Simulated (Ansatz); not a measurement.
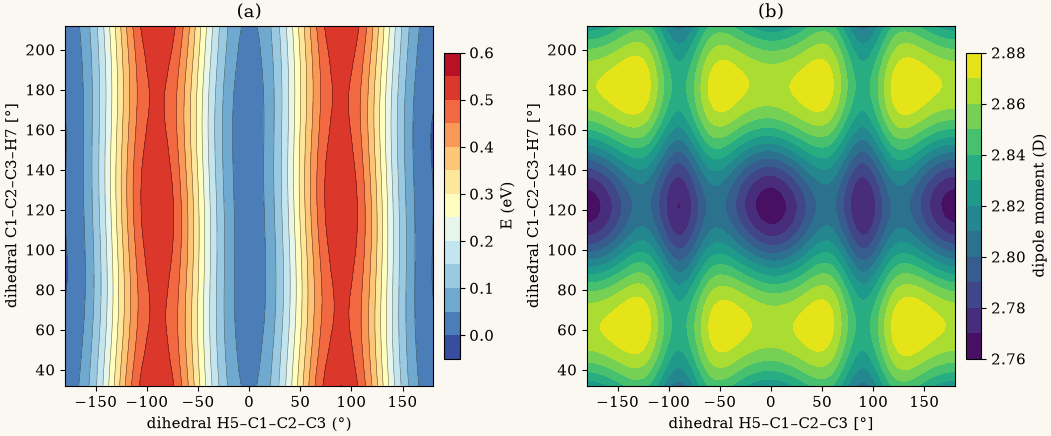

C₃H₅O, SMILES [CH2]C(C)=O, spin multiplicity 2. Coordinates scanned: (1) dihedral H5–C1–C2–C3; (2) dihedral C1–C2–C3–H7. Nothing is relaxed (all other coordinates rigid). The scan uses a 12 × 13 grid. Energies are in eV, from the relaxed molecule at the same level. Theory: UKS PBE0-D4/def2-SVP (Ansatz).

Panel (a) is the energy; panel (b) is the computed dipole moment, in D.

In the figure: filled contours. Between grid points the surface is interpolated.

How does the dipole moment vary over the map, and what is it at the lowest grid point?

Leaving out the highest fifth of the energies, it runs from 2.76 D at dihedral H5–C1–C2–C3 = 0°, dihedral C1–C2–C3–H7 = 122° to 2.88 D at dihedral H5–C1–C2–C3 = −150°, dihedral C1–C2–C3–H7 = 182°. At the lowest grid point, dihedral H5–C1–C2–C3 = −180°, dihedral C1–C2–C3–H7 = 152°, it is 2.82 D.

| dihedral C1–C2–C3–H7 ↓, dihedral H5–C1–C2–C3 → | −180 | −150 | −120 | −90 | −60 | −30 | 0 | 30 | 60 | 90 | 120 | 150 |
| --- | --- | --- | --- | --- | --- | --- | --- | --- | --- | --- | --- | --- |
| 212 | 2.82 | 2.83 | 2.84 | 2.81 | 2.84 | 2.83 | 2.82 | 2.83 | 2.84 | 2.81 | 2.84 | 2.83 |
| 197 | 2.86 | 2.86 | 2.86 | 2.83 | 2.86 | 2.86 | 2.85 | 2.86 | 2.86 | 2.83 | 2.86 | 2.86 |
| 182 | 2.87 | 2.88 | 2.87 | 2.84 | 2.87 | 2.87 | 2.87 | 2.87 | 2.87 | 2.84 | 2.87 | 2.88 |
| 167 | 2.85 | 2.86 | 2.86 | 2.83 | 2.86 | 2.86 | 2.85 | 2.86 | 2.86 | 2.83 | 2.86 | 2.86 |
| 152 | 2.82 | 2.83 | 2.84 | 2.80 | 2.84 | 2.83 | 2.82 | 2.83 | 2.84 | 2.80 | 2.84 | 2.83 |
| 137 | 2.78 | 2.80 | 2.81 | 2.78 | 2.81 | 2.80 | 2.78 | 2.80 | 2.81 | 2.78 | 2.81 | 2.80 |
| 122 | 2.76 | 2.79 | 2.80 | 2.77 | 2.80 | 2.78 | 2.76 | 2.78 | 2.80 | 2.77 | 2.80 | 2.79 |
| 107 | 2.78 | 2.80 | 2.81 | 2.78 | 2.81 | 2.80 | 2.78 | 2.80 | 2.81 | 2.78 | 2.81 | 2.80 |
| 92 | 2.82 | 2.83 | 2.84 | 2.80 | 2.84 | 2.83 | 2.82 | 2.83 | 2.84 | 2.80 | 2.84 | 2.83 |
| 77 | 2.85 | 2.86 | 2.86 | 2.83 | 2.86 | 2.86 | 2.85 | 2.86 | 2.86 | 2.83 | 2.86 | 2.86 |
| 62 | 2.87 | 2.88 | 2.87 | 2.84 | 2.87 | 2.87 | 2.87 | 2.87 | 2.87 | 2.84 | 2.87 | 2.88 |
| 47 | 2.86 | 2.86 | 2.86 | 2.83 | 2.86 | 2.86 | 2.85 | 2.86 | 2.86 | 2.83 | 2.86 | 2.86 |
| 32 | 2.82 | 2.84 | 2.84 | 2.81 | 2.84 | 2.83 | 2.82 | 2.83 | 2.84 | 2.81 | 2.84 | 2.84 |
